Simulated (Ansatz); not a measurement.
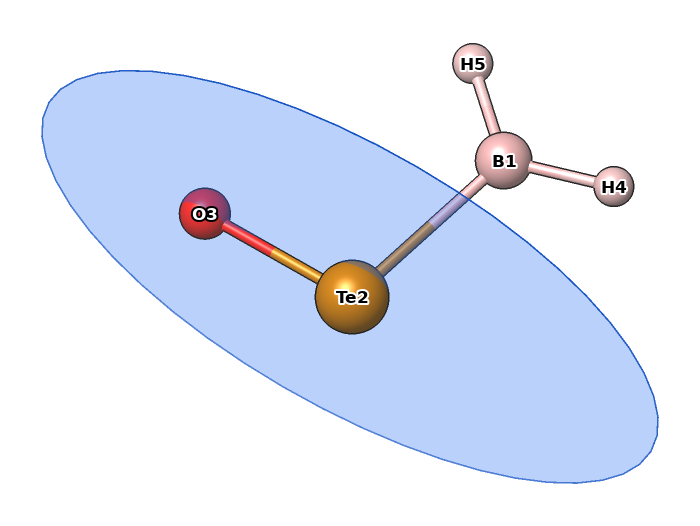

A disc through the centre of mass is drawn in. Depth is shown by fading: the farther an atom, the more it takes the colour of the background. The species is neutral and a spin doublet. The computed structure is the end point of a PBE0-D4/def2-TZVP optimisation. No frequency run is at hand to confirm it as a minimum.

Q: Is the plane of the disc a mirror plane of the structure?

A: No. The point group is Cs, with 1 mirror plane, and this plane isn't one of its mirror planes.
